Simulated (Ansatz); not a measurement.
**CH₂GaS (charge +1): density, localisation and related maps**

Input

```
crystal:
  periodic: [false, false, false]
  atoms:
    - {symbol: S, position_ang: [1.757133, -1.378012, 1.400909]}
    - {symbol: C, position_ang: [0.763484, -0.598866, 0.608741]}
    - {symbol: Ga, position_ang: [-0.638518, 0.500754, -0.509072]}
    - {symbol: H, position_ang: [-1.809077, -0.443734, -0.824251]}
    - {symbol: H, position_ang: [-0.073023, 1.919858, -0.676326]}
basis:
  gaussian: {orbitals: def2-TZVPP}
total_charge: 1
hamiltonian: {xc: pbe0, dispersion: d4}
output: {orbitals: {seedname: orbitals}}
```

Run with:

```sh
ansatz run in.yaml --threads 2 --pin off --events-out ev --progress --plain --max-ram 4352MiB
```

Geometry: PBE0-D4/def2-TZVP.

Level of theory: RKS PBE0-D4/def2-TZVPP in Ansatz.

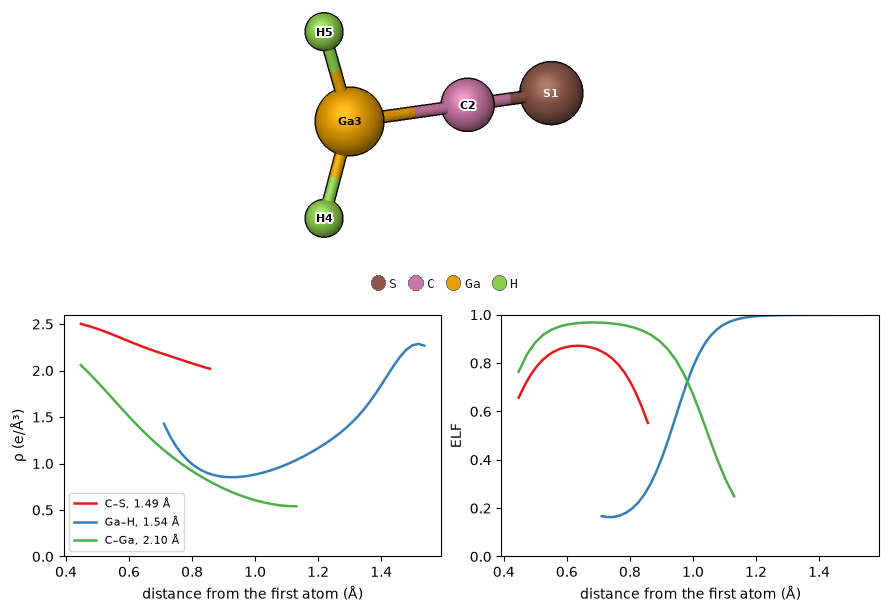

Figure 1. Electron density and electron localisation function along straight lines between neighbouring atoms. The curves leave out the atomic cores. The structure is drawn too.

Question: What can be read from the curves?

Answer: C–S (1.49 Å): ρ at the midpoint is about 2.1 e/Å³; the ELF peaks at about 0.85 between the atoms: a covalent bond.
Ga–H (1.54 Å): ρ is about 1.1 e/Å³ halfway; the ELF climbs to about 1 towards the hydrogen.
C–Ga (2.10 Å): ρ is about 0.56 e/Å³ halfway; the ELF peaks at about 0.95 in the valence shell of C, 0.7 Å from its nucleus, and is about 0.50 at the midpoint.

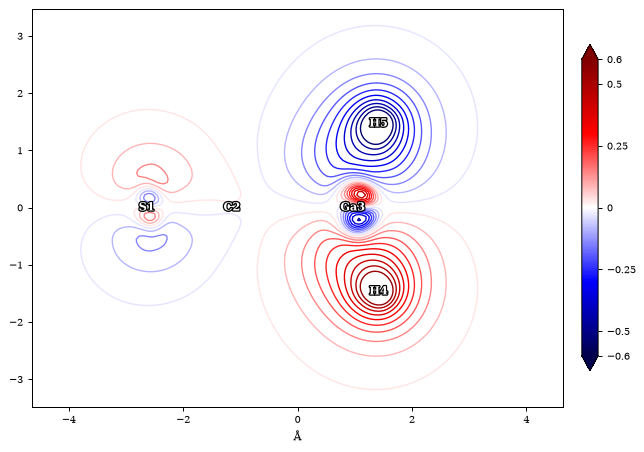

Figure 2. The HOMO on the molecular plane (values in Å⁻³ᐟ²; the overall sign is arbitrary).

Question: Where does this orbital lie, and at what energy?

Answer: It lies mainly on Ga3 (about 40 %), H4 (about 30 %) and H5 (about 30 %); it is symmetric in the molecular plane (an in-plane orbital: σ, lone-pair or in-plane π type). Its energy is −14.41 eV.
